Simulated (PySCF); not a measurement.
# ClH: the cost of one run

The runs use PySCF 2.14.0, with density-fitted response routines of our own; the level of theory stands in each step. All values are computed, except where a source is named. Atoms count from 0, in the outputs and in this text.

## 1. The molecule as given

2 atoms, charge 0, multiplicity 1; geometry from: GFN2-xTB. The atoms were then displaced at random by about 0.01 Å, so the start is not that level's minimum.

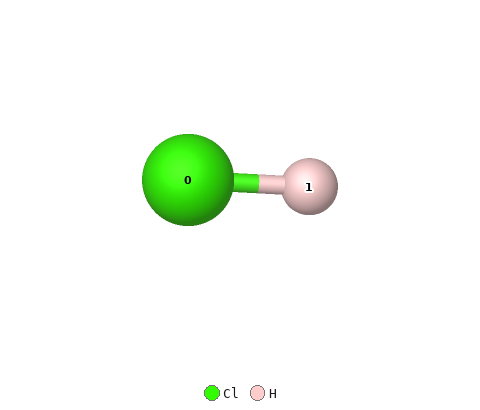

The starting geometry (chlorine green, hydrogen pink), atoms numbered; sticks join atoms by distance.

## 2. Optimising the geometry at PBE0-D3(BJ)/def2-SVP

The job: settings as JSON, then the geometry in Å.

```
{"job": {"xc": "PBE0", "basis": "def2-SVP", "d3": "d3bj", "grid": 1, "shake": 0.01, "kind": "geom"}, "charge": 0, "multiplicity": 1}
Cl     0.660350    -0.028340     0.001210
H     -0.642860    -0.000470    -0.013340
```

Launch:

```bash
OMP_NUM_THREADS=1 python probes_run.py task.json out
```

One launch serves the whole session: the jobs run in the order shown.

Q: Estimate the wall time and peak memory of this first job on 1 thread of Arm Neoverse N1, shared host.

About 2.1 s, with a peak of 0.23 GiB.
